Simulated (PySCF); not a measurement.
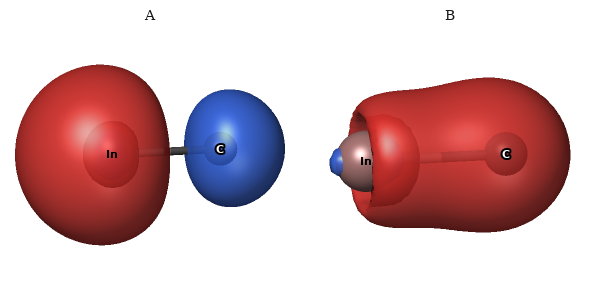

The picture shows: InC (quartet). Two frontier β-spin orbitals, each drawn at the value that holds 80 % of its norm (red and blue are the two phases), in no order; of a degenerate pair one member is drawn.

These are results of PBE0/x2c-SVPall, spin-free X2C-1e, Gaussian nucleus, at a bond length of 2.209 Å in PySCF 2.14.0, not measurements.

### Name the orbitals and rank them from lowest to highest energy.

Orbital B: σ, occupied in this spin, −12.53 eV; mainly on C (70 %).
Orbital A: σ, occupied in this spin, −7.91 eV; mainly on In (70 %).
